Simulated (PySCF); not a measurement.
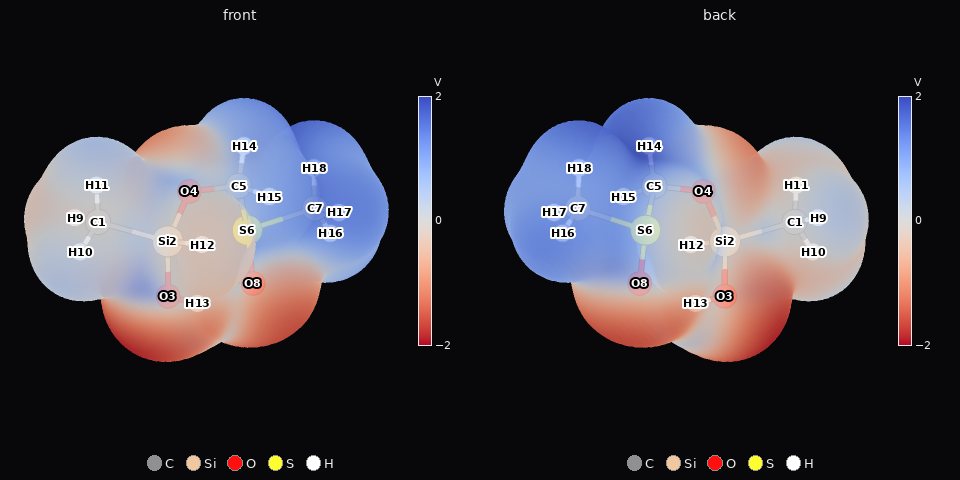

*C3H10O3SSi. The molecular electrostatic potential painted on the density surface at 0.002 e/bohr³, seen from the front and from behind; red is negative and blue positive.*

Geometry: GFN2-xTB.

These are results of PBE0/pcSseg-1, SCF density, gas phase, non-relativistic in PySCF 2.14.0, not measurements.

```xyz
18

C    -2.6056    2.0477   -0.3857
Si   -1.6733    0.5220    0.2012
O    -1.9203   -0.6917   -0.8301
O    -0.0993    1.0419    0.2319
C     0.9869    0.3070    0.6090
S     1.4433   -0.9298   -0.7267
C     2.9041   -1.5989    0.1791
O     0.4184   -1.9891   -0.6350
H    -2.2909    2.3587   -1.3761
H    -3.6654    1.8272   -0.4278
H    -2.4648    2.8836    0.2896
H    -2.0042    0.1078    1.5711
H    -1.2320   -1.3767   -0.9012
H     1.8495    0.9673    0.7325
H     0.8048   -0.2738    1.5197
H     3.2722   -2.4505   -0.3830
H     2.6033   -1.9178    1.1705
H     3.6644   -0.8286    0.2294
```

Question: Which sites attract a positive test charge, and which a negative one?

Answer: A positive charge is drawn to the negative regions and a negative charge to the positive ones. The most negative region (about −1.9 V) lies over O3, the most positive (about +1.8 V) over S6, H14 and H18. O3 is the likeliest acceptor of a hydrogen bond.
